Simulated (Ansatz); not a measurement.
System: MnB₆.

Input

```
crystal:
  lattice:
    - [3.5663366661, 0.0, 0.0]
    - [-1.783168333, 3.0885381513, 0.0]
    - [0.0, 0.0, 5.3991537001]
  atoms:
    - { symbol: Mn, position: [0.0, 0.0, 0.5] }
    - { symbol: B, position: [0.5, 0.5, 0.2985372164] }
    - { symbol: B, position: [0.0, 0.5, 0.2985372164] }
    - { symbol: B, position: [0.5, 0.0, 0.2985372164] }
    - { symbol: B, position: [0.0, 0.5, 0.7014627836] }
    - { symbol: B, position: [0.5, 0.0, 0.7014627836] }
    - { symbol: B, position: [0.5, 0.5, 0.7014627836] }
basis:
  ecutwfc: 420
kpoints:
  mp_grid: { grid: [12, 12, 6] }
  band_path:
    path:
      - [[0.0, 0.0, 0.0], [0.5, 0.0, 0.0], [0.33333333, 0.33333333, 0.0], [0.0, 0.0, 0.0], [0.0, 0.0, 0.5], [0.5, 0.0, 0.5], [0.33333333, 0.33333333, 0.5], [0.0, 0.0, 0.5]]
      - [[0.5, 0.0, 0.5], [0.5, 0.0, 0.0]]
      - [[0.33333333, 0.33333333, 0.5], [0.33333333, 0.33333333, 0.0]]
    npoints: 14
hamiltonian:
  xc: pbe
scf:
  occupations: { method: gaussian, width: 0.1 }
  n_extra_bands: 17
output:
  forces: true
  stress: true
  eigenvalues: true
  populations: true
  dos: { projected: true, de: 0.02, nscf_kmesh: { grid: [15, 15, 8] } }
  bader: true
  write_density: true
  write_potential: true
  elf: true
  volumetric_format: npy
```

Launched as:

```sh
ansatz run input.yaml --threads 1 --pin off --max-ram 2560MiB --backend cpu --events-out ev --progress --plain --runs-dir out
```

Below, planes, directions and counts refer to the conventional cell (a = 3.57 Å, b = 3.57 Å, c = 5.40 Å, α = 90.00°, β = 90.00°, γ = 120.00°).

Space group P6/mmm; a generated structure, not necessarily the stable one; computed without spin polarisation.

Computed with Ansatz, DFT PBE, scalar-relativistic, plane waves, PAW.

What will maps of the valence pseudo-density and electron localisation function show?

Answer. Mn–B (2.09 Å): the density is about 0.6 e/Å³ at the midpoint; the ELF peaks at about 0.70 in the valence shell of B, 0.7 Å from its nucleus, and is about 0.30 at the midpoint.
Bader's partition of the density gives Mn +0.49 and B −0.08 e.

What Bader charges does the calculation give?

Answer. Electrons move from Mn towards B. Bader charges: Mn +0.49 and B −0.08 e.

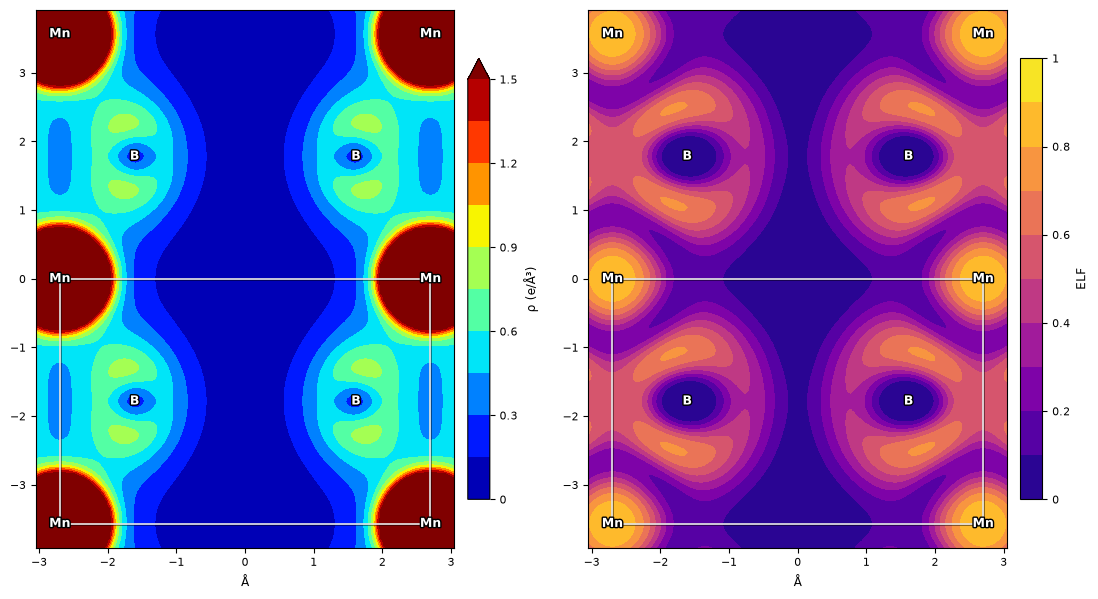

Computed valence pseudo-density and electron localisation function on the (11̄0) plane of the conventional cell, in this order. 

Core electrons are frozen (PAW), and the valence fields are smoothed inside the atomic spheres.
